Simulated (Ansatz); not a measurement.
The starting structures come from a database of crystals and need not be the phases stable at ambient conditions.

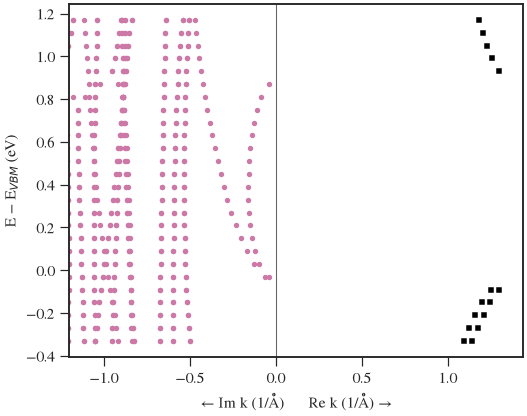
Figure: Complex bands at the centre of the two-dimensional zone; PBEsol in Ansatz (a first-principles code)

The gap is the functional's own. No spin-orbit coupling. Mid-gap values are interpolated on the energy grid.

### Question
This is K2PtC2 (P-3m1, not sure to be the ambient phase, 5 atoms a cell, 23.8 Å³ an atom) along the normal of (111). Read off the slowest decay at the centre of the two-dimensional zone at 0.45 eV, the computed energy nearest the middle of the gap.

### Answer
κ ≈ 0.16 1/Å, a decay length 1/(2κ) of the density of 3.2 Å.
